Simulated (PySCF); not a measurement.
# SiH2OF (SMILES O[SiH]F) at 6 levels

Wanted: a comparison of 6 runs (U-r2SCAN/STO-3G, UB2PLYP/STO-3G, UB3LYP/STO-3G, UPBE/STO-3G, UCISD/STO-3G, UCCSD(T)/STO-3G) of SiH2OF. The job is set up through a Python script.

The calculation is run with PySCF 2.14.0.

4 further runs of the same task are left out: 1 that didn't finish, 3 set aside as unsound or not needed.

## Step 1: The structure to begin with

SiH2OF has 5 atoms, charge 0, and is taken as a doublet. SMILES: `O[SiH]F`. The Si2–F3 distance was set to 2.405 Å, away from the relaxed value. At this shape a bond of the SMILES string is far longer than usual.

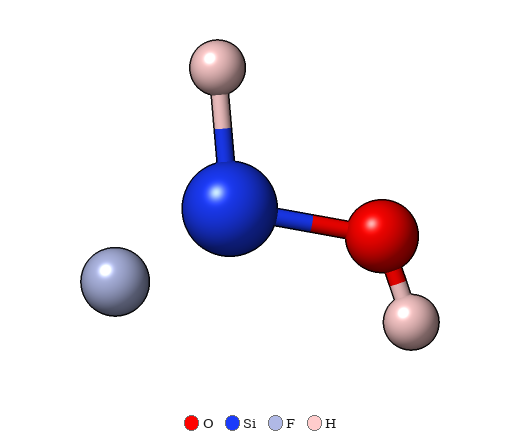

Viewed from a chosen angle; oxygen red, silicon blue, fluorine light blue, hydrogen pink.

## Step 2: The energy at U-r2SCAN/STO-3G (run 1)

File input.py:

```python
from pyscf import gto, dft

system = gto.M(
    atom=[
    ('O', (-0.576749, -1.585015, 0.111808)),
    ('Si', (0.322351, -0.454715, 0.881208)),
    ('F', (0.207000, 1.646500, -0.283100)),
    ('H', (-1.526049, -1.465515, 0.050108)),
    ('H', (1.727251, -0.943015, 0.792508)),
],
    spin=1,
    max_memory=1860,
    verbose=3,
    charge=0,
    basis='sto-3g',
)

ks = dft.UKS(system, xc='r2scan')
ks.grids.level = 5
ks.conv_tol = 1e-10
ks.kernel()
if not ks.converged:
    ks = ks.newton().run(ks.mo_coeff, ks.mo_occ)

etot = ks.e_tot
print(f'total energy: {etot:.8f} hartree')
```

Started as:

```
OMP_NUM_THREADS=1 python input.py
```

What it wrote:

```text
converged SCF energy = -459.680902988045  <S^2> = 0.78032974  2S+1 = 2.0301032
total energy: -459.68090299 hartree
```

Wall time 24 s (1 thread of Arm Neoverse V1, shared host); peak memory 0.22 GiB.

## Step 3: The energy at UB2PLYP/STO-3G (run 2)

File run.py:

```python
from pyscf import gto, dft, mp

mol = gto.M(
    atom='''
O       -0.576749      -1.585015       0.111808
Si       0.322351      -0.454715       0.881208
F        0.207000       1.646500      -0.283100
H       -1.526049      -1.465515       0.050108
H        1.727251      -0.943015       0.792508
''',
    max_memory=1860,
    spin=1,
    basis='sto-3g',
    verbose=3,
)

mf = dft.UKS(mol)
mf.xc = '0.53*HF + 0.47*B88, 0.73*LYP'
mf.conv_tol = 1e-10
mf.grids.level = 5
mf.kernel()
if not mf.converged:
    mf = mf.newton().run(mf.mo_coeff, mf.mo_occ)

pt = mp.MP2(mf, frozen=7).run()
energy = mf.e_tot + 0.27 * pt.e_corr
print('PT2 part  %.8f' % (0.27 * pt.e_corr))
print('E = %.10f Eh' % energy)
```

Started as:

```
OMP_NUM_THREADS=1 python run.py
```

What it wrote:

```text
WARN: HOMO -0.182119434393768 >= LUMO -0.182119434393769

converged SCF energy = -459.370424895015  <S^2> = 0.86419317  2S+1 = 2.111107
E(UMP2) = -459.474106652798  E_corr = -0.103681757783203
E(SCS-UMP2) = -459.479931692821  E_corr = -0.109506797806479
PT2 part  -0.02799407
E = -459.3984189696 Eh
```

It took 11 s on 1 thread of Arm Neoverse V1, shared host; peak memory 0.21 GiB.

## Step 4: The energy at UB3LYP/STO-3G (run 3)

File input.py:

```python
from pyscf import gto, dft

mol = gto.M(
    atom='''
O       -0.576749      -1.585015       0.111808
Si       0.322351      -0.454715       0.881208
F        0.207000       1.646500      -0.283100
H       -1.526049      -1.465515       0.050108
H        1.727251      -0.943015       0.792508
''',
    max_memory=1860,
    charge=0,
    basis='sto-3g',
    spin=1,
    verbose=3,
)

ks = dft.UKS(mol, xc='b3lyp')
ks.conv_tol = 1e-10
ks.grids.level = 5
ks.kernel()
if not ks.converged:
    ks = ks.newton().run(ks.mo_coeff, ks.mo_occ)

etot = ks.e_tot
print('E(%s) = %.9f' % ('B3LYP', etot))
```

Started as:

```
OMP_NUM_THREADS=1 python input.py
```

What it wrote:

```text
converged SCF energy = -459.741767666494  <S^2> = 0.79843617  2S+1 = 2.0478634
E(B3LYP) = -459.741767666
```

Wall time 11 s (1 thread of Arm Neoverse V1, shared host); peak memory 0.21 GiB.

Runs 4 to 5 aren't shown in full; the table further down has their settings and results.

## Step 5: The energy at UCCSD(T)/STO-3G (run 6)

File run.py:

```python
from pyscf import gto, cc

mol = gto.Mole()
mol.atom = '''
O       -0.576749      -1.585015       0.111808
Si       0.322351      -0.454715       0.881208
F        0.207000       1.646500      -0.283100
H       -1.526049      -1.465515       0.050108
H        1.727251      -0.943015       0.792508
'''
mol.charge = 0
mol.verbose = 4
mol.basis = 'sto-3g'
mol.max_memory = 1860
mol.spin = 1
mol.build()

mf = mol.UHF()
mf.conv_tol = 1e-10
mf.kernel()
if not mf.converged:
    mf = mf.newton().run(mf.mo_coeff, mf.mo_occ)

mycc = cc.CCSD(mf, frozen=7)
mycc.kernel()
e_t = mycc.ccsd_t()
e_tot = mycc.e_tot + e_t
print('E(%s) = %.9f' % ('CCSD(T)', e_tot))
```

Started as:

```
OMP_NUM_THREADS=1 python run.py
```

What it wrote:

```text
PySCF version 2.14.0

[... 153 lines left out ...]
converged SCF energy = -458.535152148659  <S^2> = 0.93575772  2S+1 = 2.1778501
[... 12 lines left out ...]
Init t2, MP2 energy = -0.0677312770321245
[... 40 lines left out ...]
UCCSD converged
[... 2 lines left out ...]
E(CCSD(T)) = -458.634468869
```

Run time: 1.5 s. Hardware: 1 thread of Arm Neoverse V1, shared host; peak memory 0.12 GiB.

## Step 6: Overview of the runs

```csv
run,level,frozen core orbitals,integration grid,energy (Eh),dipole moment (D) of the reference,HOMO energy (eV),LUMO energy (eV),wall time
1,U-r2SCAN/STO-3G,–,5,-459.680903,1.95,-1.47,0.02,24 s
2,UB2PLYP/STO-3G,7,5,-459.398419,1.38,-3.94,3.00,11 s
3,UB3LYP/STO-3G,–,5,-459.741768,1.82,-2.62,0.72,11 s
4,UPBE/STO-3G,–,5,-459.416838,1.90,-0.75,-0.15,14 s
5,UCISD/STO-3G,7,–,-458.624973,1.10,-5.73,6.50,1 s
6,UCCSD(T)/STO-3G,7,–,-458.634469,1.10,-5.73,6.50,1.5 s
```

## Step 7: What came out

```
                                                         quantity          value
                                              run 6: total energy  -458.63447 Eh
                      run 6: dipole moment (Hartree–Fock density)         1.10 D
run 6: HOMO energy (Hartree–Fock orbitals) (highest over α and β)       -5.73 eV
 run 6: LUMO energy (Hartree–Fock orbitals) (lowest over α and β)        6.50 eV
               run 6: correlation energy (7 core orbitals frozen)      -99.3 mEh
                                            run 6: (T) correction      -4.07 mEh
                         run 6: ⟨S²⟩ of the reference determinant          0.936
                                             run 6: T1 diagnostic          0.029
```

What this shows: Over runs 1, 2, 3, 4 the dipole moment (its size) runs from 1.38 D (UB2PLYP/STO-3G) to 1.95 D (U-r2SCAN/STO-3G). A double hybrid's value is that of its SCF part. Totals of different functionals can't be ranked against each other. In runs 1, 2, 3, 4, 5, 6 the basis is minimal, so the values are rough. Spin contamination of the reference: run 5 ⟨S²⟩ = 0.94, run 6 ⟨S²⟩ = 0.94, run 2 ⟨S²⟩ = 0.86. All runs together took 62 s, the longest 24 s.
